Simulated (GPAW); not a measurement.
# B/Pd(100) in an electric field, part 2 of 2

Wanted: the out-of-plane polarisability of B/Pd(100).

GPAW 26.7.0; GPAW, PAW setups; slab in vacuum, relaxation (the session's first sound run).

So far, dipole along the normal (e·Å): step 2 (relaxation) -0.0287; step 3 (plane waves, PBE) -0.0291; step 4 (field on) -0.118.

## 5. In a field

run.py reads:

```python
import json
import numpy as np
from ase import Atoms
from gpaw import GPAW, PW
from gpaw.external import ConstantElectricField

slab = Atoms(
    ['Pd', 'Pd', 'Pd', 'Pd', 'B'],
    positions=[
        [1.37532, 1.37532, 9.00000],
        [0.00000, 0.00000, 10.94500],
        [1.37532, 1.37532, 12.96469],
        [-0.00000, 0.00000, 15.02456],
        [0.00000, 0.00000, 16.88405]],
    cell=[[2.75065, 0.0, 0.0], [0.0, 2.75065, 0.0], [0.0, 0.0, 26.065]],
    pbc=[True, True, False])

slab.calc = GPAW(mode=PW(500), xc='PBE', kpts={'size': (11, 11, 1), 'gamma': True},
                 occupations={'name': 'fermi-dirac', 'width': 0.1}, nbands='200%',
                 convergence={'density': 1e-05}, maxiter=200,
                 poissonsolver={'dipolelayer': 'xy'},
                 external=ConstantElectricField(-0.1, [0, 0, 1]),
                 symmetry={'tolerance': 1e-3}, txt='slab.txt')
result = {}
energy = slab.get_potential_energy()
fermi = slab.calc.get_fermi_level()
v = slab.calc.get_electrostatic_potential().mean((0, 1)) - fermi
n = slab.calc.get_pseudo_density().mean((0, 1))
L = slab.cell[2, 2]
z = np.arange(len(v)) * L / len(v)
low, high = slab.positions[:, 2].min(), slab.positions[:, 2].max()
below, above = np.interp([low - 6.8, high + 6.8], z, v)
slopes = [np.interp(x, z, np.gradient(v, z)) for x in (low - 6.8, high + 6.8)]
eps = np.array([[slab.calc.get_eigenvalues(k, s) for k in range(len(slab.calc.get_ibz_k_points()))]
                for s in range(slab.calc.get_number_of_spins())]) - fermi
top, bottom = eps[eps < 0].max(), eps[eps > 0].min()
dipole = slab.get_dipole_moment()[2]
print(f'energy {energy:.4f} eV, Fermi level {fermi:.4f} eV, dipole {dipole:.5f} e A')
print(f'potential 6.8 A off the faces, from the Fermi level: lower {below:.4f} eV, upper {above:.4f} eV')
print(f'slope of the potential there: lower {slopes[0]:.5f}, upper {slopes[1]:.5f} eV/A')
print(f'nearest levels on the mesh: {top:.4f} and {bottom:.4f} eV')
print('magnetic moment', round(slab.get_magnetic_moment(), 3))
result.update(energy=energy, fermi=fermi, dipole=dipole, below=below, above=above, slopes=slopes, edges=[top, bottom],
              z=z.tolist(), v=v.tolist(), n=n.tolist(), positions=slab.positions.tolist(),
              forces=slab.get_forces(apply_constraint=False).tolist(), moments=slab.get_magnetic_moments().tolist())
json.dump(result, open('result.json', 'w'))
```

Run with:

```
> OMP_NUM_THREADS=1 OPENBLAS_NUM_THREADS=1 python run.py
```

Output:

```text
energy -18.6127 eV, Fermi level -0.3269 eV, dipole -0.07346 e A
potential 6.8 A off the faces, from the Fermi level: lower 4.5271 eV, upper 6.2838 eV
slope of the potential there: lower 0.00007, upper -0.00003 eV/A
nearest levels on the mesh: -0.0033 and 0.0259 eV
magnetic moment 0.0
```

Run time: 12 min. Hardware: 1 thread of Arm Neoverse V2, shared host; peak memory 0.63 GiB.

This step gave:

* dipole along the normal: -0.07346 e·Å
* levels nearest the Fermi level on the mesh: -0.003315, 0.02592 eV from the Fermi level
* potential below the slab, the applied field's own ramp left out: 4.527 eV from the Fermi level
* potential above the slab, the applied field's own ramp left out: 6.284 eV from the Fermi level

The electrostatic potential energy of an electron (without an applied field's), less the Fermi level, planar mean oscillates, so the rows of the table below give means over windows of 2.03 Å about each position, cut where the curve ends. Its maxima inside the range that stand out by 2 % of the span (Å: eV): 9.9: -1.35, 12.0: -0.638, 14.0: -0.527, 16.1: 0.858, 21.8: 6.28. Its minima: 9.0: -19.7, 10.9: -19.6, 12.9: -19.4, 15.1: -19.4, 16.9: -9.65.

The electrostatic potential energy of an electron (without an applied field's), less the Fermi level, planar mean by z; means over each step:

```csv
z (Å),"electrostatic potential energy of an electron (without an applied field's), less the Fermi level, planar mean (eV)"
1.01,4.61
3.04,4.53
5.08,4.52
7.11,3.73
9.14,-9.14
11.17,-9.14
13.20,-8.96
15.23,-8.66
17.26,-1.24
19.29,6.17
21.32,6.28
23.35,6.28
25.38,6.23
```

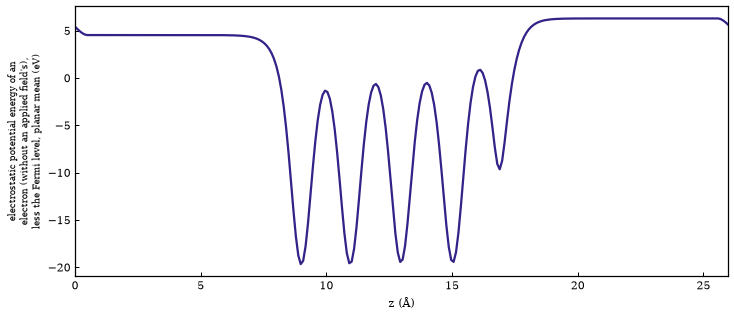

Electrostatic potential energy of an electron (without an applied field's), less the Fermi level, planar mean against z.

Force by atom:

```csv
atom,x (eV/Å),y (eV/Å),z (eV/Å),size
Pd1,0.000,0.000,-0.184,0.184
Pd2,0.000,0.000,0.139,0.139
Pd3,0.000,0.000,0.004,0.004
Pd4,0.000,0.000,0.009,0.009
B5,0.000,0.000,0.031,0.031
```

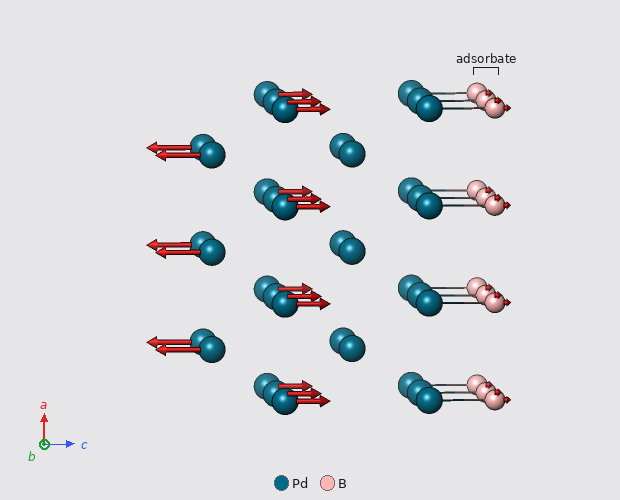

Force as arrows, the longest 0.184 eV/Å. 3×2×1 cells are drawn. Some periodic images of atoms are drawn too.

The dipole is now -0.0735 e Å, against -0.029 in the run without a field.

## 6. Field on

run.py, as its differences from that of step 5:

```diff
@@ -21,3 +21,3 @@
                  poissonsolver={'dipolelayer': 'xy'},
-                 external=ConstantElectricField(-0.1, [0, 0, 1]),
+                 external=ConstantElectricField(-0.05, [0, 0, 1]),
                  symmetry={'tolerance': 1e-3}, txt='slab.txt')
```

Output:

```text
energy -18.6097 eV, Fermi level -0.3349 eV, dipole -0.05131 e A
potential 6.8 A off the faces, from the Fermi level: lower 4.8052 eV, upper 6.0323 eV
slope of the potential there: lower 0.00007, upper -0.00003 eV/A
nearest levels on the mesh: -0.0036 and 0.0257 eV
magnetic moment 0.0
```

Wall time 12 min (1 thread); peak memory 0.63 GiB.

## 7. In a field

run.py, as its differences from that of step 6:

```diff
@@ -21,3 +21,3 @@
                  poissonsolver={'dipolelayer': 'xy'},
-                 external=ConstantElectricField(-0.05, [0, 0, 1]),
+                 external=ConstantElectricField(0.05, [0, 0, 1]),
                  symmetry={'tolerance': 1e-3}, txt='slab.txt')
```

Output:

```text
energy -18.6069 eV, Fermi level -0.3509 eV, dipole -0.00689 e A
potential 6.8 A off the faces, from the Fermi level: lower 5.3635 eV, upper 5.5282 eV
slope of the potential there: lower -0.00001, upper -0.00003 eV/A
nearest levels on the mesh: -0.0039 and 0.0254 eV
magnetic moment 0.0
```

Wall time 11 min (1 thread); peak memory 0.63 GiB.

## 8. In a field

run.py, as its differences from that of step 7:

```diff
@@ -21,3 +21,3 @@
                  poissonsolver={'dipolelayer': 'xy'},
-                 external=ConstantElectricField(0.05, [0, 0, 1]),
+                 external=ConstantElectricField(0.1, [0, 0, 1]),
                  symmetry={'tolerance': 1e-3}, txt='slab.txt')
```

Output:

```text
energy -18.6072 eV, Fermi level -0.3588 eV, dipole 0.01530 e A
potential 6.8 A off the faces, from the Fermi level: lower 5.6422 eV, upper 5.2762 eV
slope of the potential there: lower 0.00009, upper -0.00003 eV/A
nearest levels on the mesh: -0.0041 and 0.0255 eV
magnetic moment 0.0
```

The job ended after 11 min (1 thread; peak memory 0.63 GiB).

The dipole is now 0.0153 e Å, against -0.029 in the run without a field.

## 9. Field on

run.py, as its differences from that of step 8:

```diff
@@ -21,3 +21,3 @@
                  poissonsolver={'dipolelayer': 'xy'},
-                 external=ConstantElectricField(0.1, [0, 0, 1]),
+                 external=ConstantElectricField(0.2, [0, 0, 1]),
                  symmetry={'tolerance': 1e-3}, txt='slab.txt')
```

Output:

```text
energy -18.6111 eV, Fermi level -0.3761 eV, dipole 0.05977 e A
potential 6.8 A off the faces, from the Fermi level: lower 6.2034 eV, upper 4.7739 eV
slope of the potential there: lower 0.00007, upper -0.00003 eV/A
nearest levels on the mesh: -0.0044 and 0.0253 eV
magnetic moment 0.0
```

Elapsed: 13 min, on 1 thread; peak memory 0.63 GiB.

The electrostatic potential energy of an electron (without an applied field's), less the Fermi level, planar mean oscillates, so the rows of the table below give means over windows of 2.03 Å about each position, cut where the curve ends. Its maxima inside the range that stand out by 2 % of the span (Å: eV): 3.6: 6.20, 9.9: -0.427, 12.0: -0.319, 14.0: -0.814, 16.1: -0.0702. Its minima: 9.0: -18.5, 10.9: -18.9, 12.9: -19.4, 15.1: -20.0, 16.9: -10.8.

The electrostatic potential energy of an electron (without an applied field's), less the Fermi level, planar mean by z; means over each step:

```csv
z (Å),"electrostatic potential energy of an electron (without an applied field's), less the Fermi level, planar mean (eV)"
1.01,6.14
3.04,6.20
5.08,6.20
7.11,5.34
9.14,-7.97
11.17,-8.58
13.20,-9.01
15.23,-9.31
17.26,-2.49
19.29,4.68
21.32,4.77
23.35,4.77
25.38,4.82
```

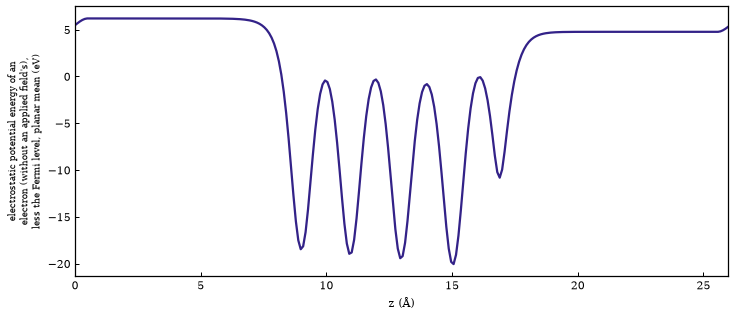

Electrostatic potential energy of an electron (without an applied field's), less the Fermi level, planar mean, plotted against z.

The dipole is now 0.0598 e Å, against -0.029 in the run without a field.

## 10. In a field

run.py, as its differences from that of step 9:

```diff
@@ -21,3 +21,3 @@
                  poissonsolver={'dipolelayer': 'xy'},
-                 external=ConstantElectricField(0.2, [0, 0, 1]),
+                 external=ConstantElectricField(0.3, [0, 0, 1]),
                  symmetry={'tolerance': 1e-3}, txt='slab.txt')
```

Output:

```text
energy -18.6194 eV, Fermi level -0.3945 eV, dipole 0.10427 e A
potential 6.8 A off the faces, from the Fermi level: lower 6.7666 eV, upper 4.2729 eV
slope of the potential there: lower 0.00008, upper -0.00003 eV/A
nearest levels on the mesh: -0.0047 and 0.0250 eV
magnetic moment 0.0
```

Wall time 13 min (1 thread); peak memory 0.63 GiB.

The dipole is now 0.104 e Å, against -0.029 in the run without a field.

## 11. The series

The members are put on one axis.

This step: induced dipole against applied field (GPAW 26.7.0).

Table of dipole along the normal by field:

```csv
field (V/Å),dipole along the normal (e·Å)
-0.200,-0.118
-0.100,-0.0735
-0.050,-0.0513
0.000,-0.0291
0.050,-0.00689
0.100,0.0153
0.200,0.0598
0.300,0.104
```

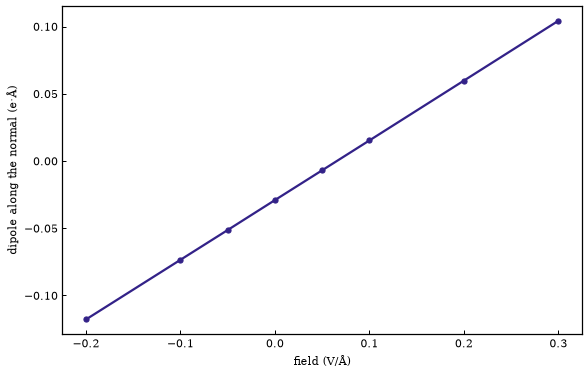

Dipole along the normal, plotted against field.

## 12. Outcome

```yaml
work_function_upper_and_lower_face: 5.779 and 5.084 eV
dipole_along_the_normal: -0.0291 e Å
induced_dipole_per_field: 0.444 e Å per V/Å
out_of_plane_polarisability_per_area_alpha_eps_0_a: 10.6 Å
```

In words: The field induces 0.444 e Å per V/Å, a polarisable thickness α/(ε0 A) of 10.6 Å beside 7.88 Å between the outermost nuclei. A perfect conductor would give the distance between its two image planes; a dielectric of thickness t gives t(1 - 1/ε). The two faces differ by 0.70 eV, the step that the slab's dipole makes (e p/(ε0 A) gives 0.69 eV), so the dipole layer is needed. The induced dipole is linear in the field over this range. The cell of 7.57 Å² holds one B, started on one chosen site; other sites and coverages weren't tried. The in-plane lattice was kept as typed, which isn't the functional's own and leaves some strain; spin-orbit coupling and temperature are left out.

[Logs are printed without paths, hosts, clocks, repeated set-up lines and the standing remarks that a program may print on its own settings, such as how far it seeks lower states.]

[Hosts, paths, dates, database ids (printed as entryN), source tags and the programs' standing remarks are cut or masked in the printed files.]
